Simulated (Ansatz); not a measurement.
Cu2O (cuprite type, space group Pn-3m)

```
Cu2O
1.0
    4.22235     0.00000     0.00000
    0.00000     4.22235     0.00000
    0.00000     0.00000     4.22235
Cu O
4 2
Direct
  0.75000   0.75000   0.75000
  0.75000   0.25000   0.25000
  0.25000   0.75000   0.25000
  0.25000   0.25000   0.75000
  0.00000   0.00000   0.00000
  0.50000   0.50000   0.50000
```

This relaxed cell (volume V₀) is scaled evenly in all directions, its shape held. Symmetry pins the atoms to their sites.

These are PBEsol (plane waves to 420 eV, PAW, scalar-relativistic; Ansatz, an electronic-structure program) values and carry that method's errors. k mesh 8×8×8 (Γ-centred), Fermi-Dirac smearing 0.05 eV. The energy includes the smearing's −TS. Cu2O is run without spin polarisation. Cu2O was relaxed with its symmetry unable to fall. ΔE is measured from the relaxed starting cell.

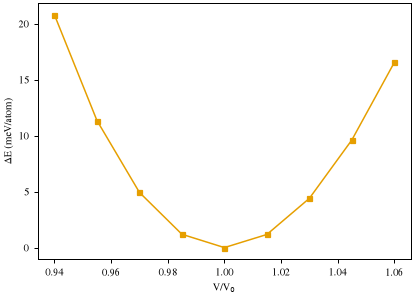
Figure. ΔE (meV/atom) against V/V₀; markers are the computed points, lines only join them.

Q: What is ΔE at V/V₀ = 0.940?

A: About 21 meV/atom.

Q: What is ΔE at V/V₀ = 1.060?

A: About 17 meV/atom.

Q: What bulk modulus B₀ follows from a third-order Birch-Murnaghan fit?

A: About 130 GPa.

(Under strain, the slope of the energy per volume gives the stress and its curvature an elastic modulus.)
